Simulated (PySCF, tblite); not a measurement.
**CH₁₀O₂PSi₃ radical: geometry, infrared bands and EPR parameters**

Aim: predict the infrared bands and EPR parameters of CH₁₀O₂PSi₃ radical (`O[CH]O[SiH2]P([SiH3])[SiH3]`).

Computed with tblite 0.8.0 and PySCF 2.14.0, with density-fitted response routines of our own, on a single molecule in the gas phase. Atoms count from 0, in the outputs and in this text.

## Step 1: The starting structure

17 atoms, charge 0, multiplicity 2; geometry from: force field or distance geometry start.

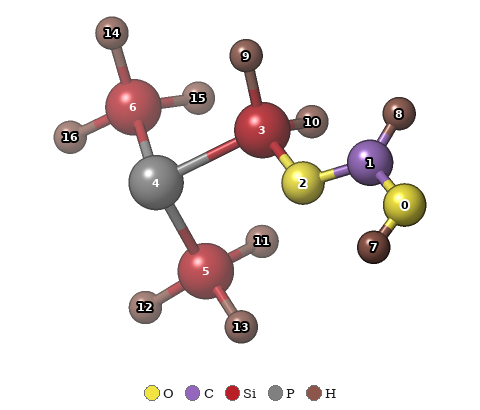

The starting geometry (oxygen yellow, carbon purple, silicon red, phosphorus grey, hydrogen brown), atoms numbered; sticks join atoms by distance.

## Step 2: Geometry optimisation with GFN2-xTB

Job settings and geometry (Å):

```
{"job": {"kind": "relax", "xc": "GFN2-xTB", "basis": "xTB"}, "charge": 0, "multiplicity": 2}
O      4.158500    -0.999600    -0.181800
C      3.119000    -0.109600    -0.084300
O      1.917300    -0.517000     0.367800
Si     0.669800     0.596900     0.474100
P     -1.112600    -0.459000     1.209100
Si    -1.572100    -1.445100    -0.702800
Si    -2.469200     1.238000     0.899800
H      3.866900    -1.875700     0.111400
H      3.351400     0.895700    -0.356200
H      1.031400     1.637700     1.468200
H      0.437600     1.230700    -0.834500
H     -1.515300    -0.497800    -1.834900
H     -2.935700    -2.019200    -0.610000
H     -0.592000    -2.542100    -0.928100
H     -2.194200     2.266700     1.940800
H     -2.302000     1.845200    -0.424400
H     -3.865800     0.766200     1.055800
```

Started as:

```bash
> OMP_NUM_THREADS=1 python probes_run.py task.json out
```

One launch serves the whole session: the jobs run in the order shown.

The log of the run:

```text
step      E/eV     max force
  0    -627.69503    1.200
  1    -627.75709    0.615
  2    -627.77881    0.284
  3    -627.78300    0.187
  4    -627.79052    0.187
  5    -627.79612    0.201
  6    -627.80341    0.238
  7    -627.80992    0.238
  8    -627.81720    0.201
  9    -627.82384    0.212
 10    -627.83014    0.205
 11    -627.83719    0.246
 12    -627.84793    0.325
 13    -627.86313    0.387
 14    -627.87608    0.371
 15    -627.88719    0.329
 16    -627.89405    0.228
 17    -627.89831    0.172
 18    -627.90304    0.178
 19    -627.90598    0.147
 20    -627.90861    0.183
 21    -627.91186    0.193
 22    -627.91592    0.203
 23    -627.91976    0.185
 24    -627.92298    0.128
 25    -627.92580    0.153
 26    -627.92845    0.141
 27    -627.93100    0.165
 28    -627.93302    0.141
 29    -627.93479    0.105
 30    -627.93669    0.113
 31    -627.93825    0.104
 32    -627.93902    0.068
 33    -627.93940    0.062
 34    -627.93975    0.054
 35    -627.94035    0.089
 36    -627.94120    0.096
 37    -627.94196    0.081
 38    -627.94245    0.062
 39    -627.94286    0.066
 40    -627.94336    0.076
 41    -627.94397    0.072
 42    -627.94451    0.061
 43    -627.94494    0.063
 44    -627.94532    0.055
 45    -627.94567    0.056
 46    -627.94589    0.041
 47    -627.94601    0.027
 48    -627.94612    0.032
 49    -627.94628    0.047
 50    -627.94645    0.041
 51    -627.94656    0.029
 52    -627.94662    0.016
 53    -627.94667    0.022
 54    -627.94676    0.035
 55    -627.94691    0.056
 56    -627.94711    0.066
 57    -627.94731    0.054
 58    -627.94748    0.029
 59    -627.94761    0.031
 60    -627.94770    0.027
 61    -627.94779    0.027
 62    -627.94791    0.030
 63    -627.94810    0.039
 64    -627.94837    0.052
 65    -627.94867    0.043
 66    -627.94886    0.024
 67    -627.94895    0.021
 68    -627.94902    0.023
 69    -627.94911    0.030
 70    -627.94923    0.032
 71    -627.94936    0.036
 72    -627.94947    0.034
 73    -627.94958    0.024
 74    -627.94964    0.019
 75    -627.94966    0.010
```

Wall time 0.6 s (1 thread of Arm Neoverse V2, shared host).

Relaxation path: (not every step is listed)

```csv
step,energy from step 0 (eV),largest force (eV/Å)
0,0.0000,1.2000
1,-0.0621,0.6148
2,-0.0838,0.2842
3,-0.0880,0.1874
4,-0.0955,0.1872
5,-0.1011,0.2006
6,-0.1084,0.2383
7,-0.1149,0.2376
8,-0.1222,0.2015
14,-0.1811,0.3708
20,-0.2136,0.1829
26,-0.2334,0.1414
32,-0.2440,0.0681
38,-0.2474,0.0616
44,-0.2503,0.0551
50,-0.2514,0.0409
56,-0.2521,0.0658
62,-0.2529,0.0297
68,-0.2540,0.0228
70,-0.2542,0.0317
71,-0.2543,0.0363
72,-0.2544,0.0340
73,-0.2545,0.0238
74,-0.2546,0.0190
75,-0.2546,0.0097
```

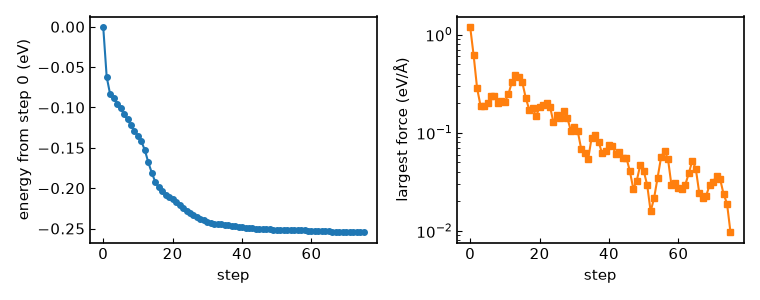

Energy and largest force along the relaxation.

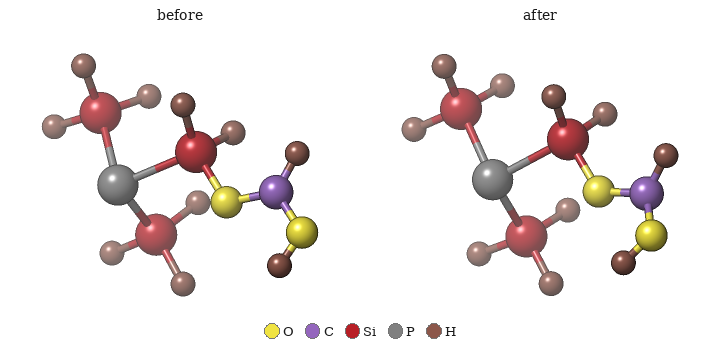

Before and after, at one scale.

Distances of close pairs at the start and the end, largest changes first:

```csv
bond,before (Å),after (Å),change (Å)
O2–Si3,1.676,1.624,-0.052
P4–Si5,2.200,2.230,+0.030
Si6–H14,1.489,1.460,-0.029
Si5–H13,1.488,1.462,-0.026
P4–Si6,2.195,2.217,+0.023
Si6–H16,1.482,1.460,-0.022
Si3–H9,1.484,1.464,-0.020
Si5–H12,1.482,1.463,-0.020
```

The next job starts from the end point, and lists it.

## Step 3: Harmonic vibrations with GFN2-xTB

Job settings and geometry (Å):

```
{"job": {"kind": "ir", "xc": "GFN2-xTB", "basis": "xTB"}, "charge": 0, "multiplicity": 2}
O      3.949505    -1.207240     0.099387
C      3.126502    -0.193558    -0.281386
O      1.842874    -0.300358     0.103227
Si     0.724588     0.852106     0.347148
P     -0.988229    -0.368912     1.015013
Si    -1.483758    -1.541263    -0.816235
Si    -2.513873     1.240044     1.005801
H      3.399677    -1.957158     0.362847
H      3.595511     0.776260    -0.284328
H      1.136920     1.782561     1.400110
H      0.539040     1.624929    -0.888599
H     -1.502682    -0.728410    -2.037343
H     -2.812158    -2.109608    -0.587104
H     -0.481567    -2.598734    -0.943772
H     -2.169089     2.160061     2.086095
H     -2.565864     1.981420    -0.257014
H     -3.804395     0.599889     1.246082
```

The log of the run:

```text
mode    cm-1     km/mol
  1      22.6      0.13
  2      57.5      0.97
  3      67.3      1.91
  4      78.9      0.10
  5      89.4      0.06
  6      96.4      0.70
  7     101.7      0.20
  8     124.3      0.96
  9     129.6      2.40
 10     215.9      1.08
 11     368.3     97.31
 12     414.0     17.31
 13     427.1      6.76
 14     458.9     49.85
 15     483.0     21.70
 16     487.8      9.40
 17     491.2     10.79
 18     534.6     87.92
 19     550.3     72.49
 20     579.4     91.30
 21     593.5      6.19
 22     662.7     39.31
 23     728.8    557.97
 24     746.0    786.47
 25     753.0      2.37
 26     758.4     79.43
 27     771.9    332.76
 28     774.6    122.20
 29     787.5    225.71
 30     818.5    396.79
 31     822.0    148.34
 32    1110.1     17.50
 33    1199.3    126.75
 34    1219.4     26.73
 35    1319.8    523.97
 36    2176.8    151.54
 37    2209.2     80.73
 38    2229.4    405.74
 39    2238.3    106.15
 40    2251.0     84.41
 41    2258.4    223.78
 42    2271.0    188.63
 43    2283.0    367.20
 44    3067.8     39.35
 45    3504.7     20.05
```

Wall time 0.71 s (1 thread of Arm Neoverse V2, shared host).

Which atoms move in the most intense modes:

```csv
cm⁻¹,km/mol,atoms
729,558.0,"H9 36 %, H10 36 %, Si3 15 %"
746,786.5,"H12 19 %, H16 18 %, H13 16 %, H14 14 %"
772,332.8,"H13 19 %, H16 17 %, H14 15 %, H12 13 %"
788,225.7,"H15 42 %, H16 16 %, H14 15 %, H11 12 %"
818,396.8,"H10 42 %, H9 41 %"
1320,524.0,"C1 45 %, H8 26 %, O0 12 %, H7 12 %"
2229,405.7,"H15 74 %, H11 13 %"
2283,367.2,"H14 47 %, H16 43 %"
```

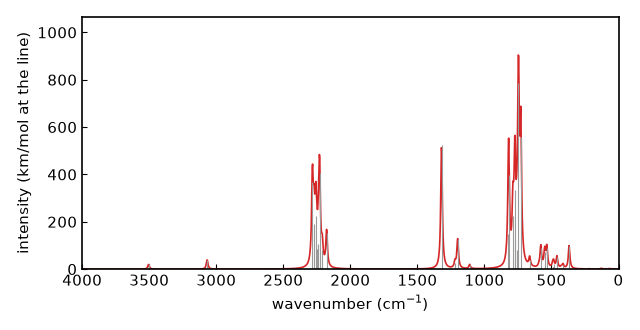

The infrared spectrum from these modes, unscaled. Lines are broadened to a width of 14 cm⁻¹ (Lorentzian).

## Step 4: g tensor and hyperfine couplings: B3LYP/pcH-1

Same as in step 3 but for these lines:

```diff
@@ -1,2 +1,2 @@
-{"job": {"kind": "ir", "xc": "GFN2-xTB", "basis": "xTB"}, "charge": 0, "multiplicity": 2}
+{"job": {"kind": "epr", "basis": "pcH-1"}, "charge": 0, "multiplicity": 2}
 O      3.949505    -1.207240     0.099387
```

Method: UKS B3LYP, pcH-1 on C H O P Si, non-relativistic, mean-field spin-orbit, GIAO.

The log of the run:

```text
UKS, coarse grid
  cycle   1  E = -1404.30949153  |g| = 6.43e-01
  cycle   2  E = -1404.12115247  |g| = 9.65e-01
  cycle   3  E = -1404.43847742  |g| = 8.52e-02
  cycle   4  E = -1404.44051953  |g| = 3.89e-02
  cycle   5  E = -1404.44099578  |g| = 1.57e-02
  cycle   6  E = -1404.44107650  |g| = 3.58e-03
  cycle   7  E = -1404.44108343  |g| = 1.02e-03
  cycle   8  E = -1404.44108353  |g| = 3.38e-04
UKS, final grid
  cycle   1  E = -1404.44107173  |g| = 3.94e-04
  cycle   2  E = -1404.44107167  |g| = 5.33e-04
  cycle   3  E = -1404.44107183  |g| = 4.27e-05
  cycle   4  E = -1404.44107183  |g| = 2.63e-05
E = -1404.44107183 Eh   <S^2> = 0.7526 (exact 0.7500)
g shifts (ppm)      1          2          3
  rmc          -220       -220       -220
  gc            -10         38         43
  oz_so           7       1311       1816
  total        -223       1130       1640
hyperfine (MHz)  atom isotope    a_iso     a_fc   dipolar eigenvalues
    0   17O     -25.89     -25.95    -61.28     29.15     32.13
    1   13C     254.26     254.28    -75.21    -74.32    149.53
    2   17O     -33.18     -33.21    -34.93     17.11     17.82
    3  29Si      -8.78      -8.82     -4.13      1.69      2.44
    4   31P       6.85       6.85     -0.93     -0.18      1.12
    5  29Si      -0.71      -0.71     -0.18     -0.01      0.19
    6  29Si      -0.44      -0.44     -0.16      0.05      0.11
    7    1H     -12.07     -12.11    -13.00     -8.51     21.52
    8    1H       6.85       6.82    -32.58     -3.45     36.03
    9    1H       5.14       5.14     -2.13     -1.78      3.91
   10    1H       3.41       3.41     -2.28     -1.92      4.21
   11    1H      -0.07      -0.07     -0.72     -0.63      1.35
   12    1H       1.01       1.01     -0.36     -0.32      0.68
   13    1H       0.31       0.31     -0.99     -0.90      1.90
   14    1H       0.35       0.35     -0.34     -0.32      0.66
   15    1H       0.19       0.19     -0.36     -0.35      0.71
   16    1H       0.04       0.03     -0.24     -0.23      0.47
```

Wall time 2.3 min (1 thread of Arm Neoverse V2, shared host); peak memory 1.1 GiB.

Principal g values 2.00210, 2.00345, 2.00396; g(iso) = 2.00317, against 2.00232 for a free electron.

Mean a(iso) over the nuclei that a row names, and the largest dipolar term of the row (other rows stand at the frozen geometry):

```csv
nuclei,isotope,a(iso) (MHz),"a(iso) (G, at g = 2.0023)",largest dipolar term (MHz)
C1,13C,254.3,90.7,149.5
O2,17O,-33.2,-11.8,-34.9
O0,17O,-25.9,-9.2,-61.3
H7,1H,-12.1,-4.3,21.5
Si3,29Si,-8.8,-3.1,-4.1
H8,1H,6.9,2.4,36.0
P4,31P,6.8,2.4,1.1
"H9, H10",1H,4.3,1.5,4.2
"Si5, Si6",29Si,-0.6,-0.2,0.2
"H11, H12, H13, H14, H15, H16",1H,0.3,0.1,1.9
```

Mulliken spin populations:

O0 0.11; C1 0.82; O2 0.05; Si3 0.01; P4 0.00; Si5 0.00; Si6 0.00; H7 0.00; H8 -0.01; H9 0.01; H10 0.01; H11 0.00; H12 0.00; H13 0.00; H14 0.00; H15 0.00; H16 0.00

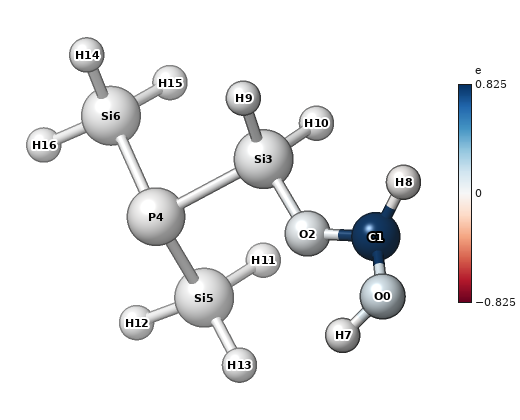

Mulliken spin populations, as colours on the atoms.

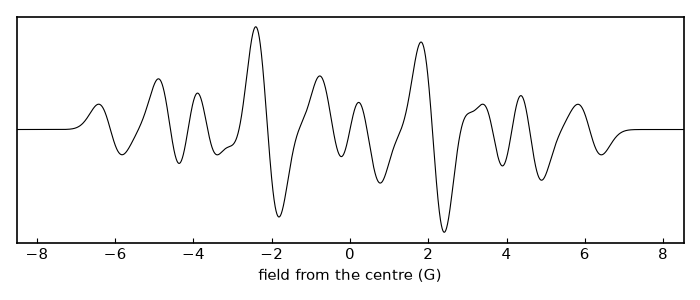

First-order isotropic spectrum (first derivative, main isotopes with spin only, couplings over 0.8 MHz, Gaussian width 0.3 G; couplings of the frozen geometry, rotation of groups not averaged beyond the rows shown).

The fields below are evaluated on a grid from the run's orbitals.

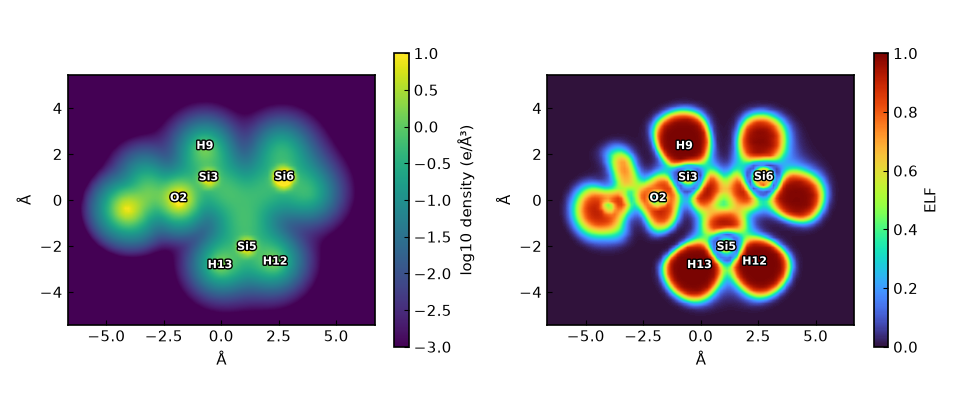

Density (left) and ELF (right) in a plane through or near 7 of the atoms.

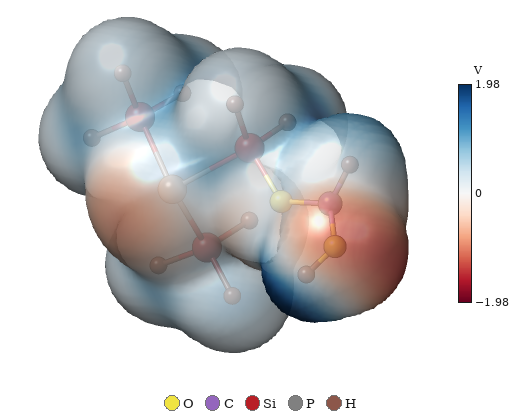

The potential that a unit positive charge feels on the 0.002 e/bohr³ surface, from -1.24 V near O0 to 1.98 V near H7.

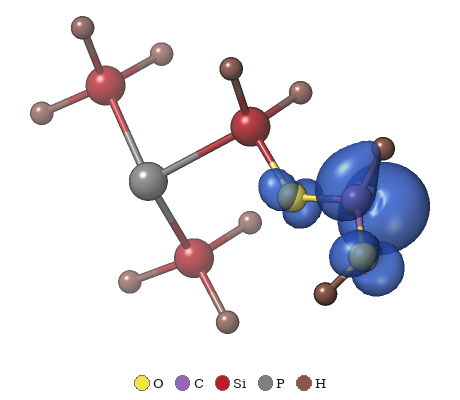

Spin density at ±0.05 e/Å³ (alpha excess blue, beta excess red).

## Step 5: Summary of results

| quantity | value |
| --- | --- |
| strongest single infrared mode (GFN2-xTB) | 746 cm⁻¹, 786 km/mol |
| zero-point energy (GFN2-xTB) | 61.9 kcal/mol |
| g(iso) (B3LYP) | 2.00317 |
| ⟨S²⟩ | 0.753 (exact 0.75) |
| largest a(iso) (averaged by class) | 13C on C1, 254.3 MHz |
| potential on the surface of density 0.002 e/bohr³, 1st and 99th percentile | -1.24 V and 1.98 V |

**Reading.** Relaxing lowered the energy by 0.255 eV in 75 steps; the close pair that moved most is O2–Si3, from 1.676 to 1.624 Å. All 45 modes are real, so the xTB geometry is a minimum. The strongest single mode, at 746 cm⁻¹, has its largest shares on H12, H16, H13 and H14 (the list is cut at 4 atoms). GFN2-xTB is a fitted tight-binding method: band positions and strengths are rough. Its intensities can rank the bands wrongly. Most of the unpaired spin sits on C1 (0.82 e). The isotropic g lies 0.8 ppt above the free-electron value. These values are for one conformer; the search (at its own cheap level) found 2 more, at 1.34, 2.09 kcal/mol, and measured spectra average over such forms.
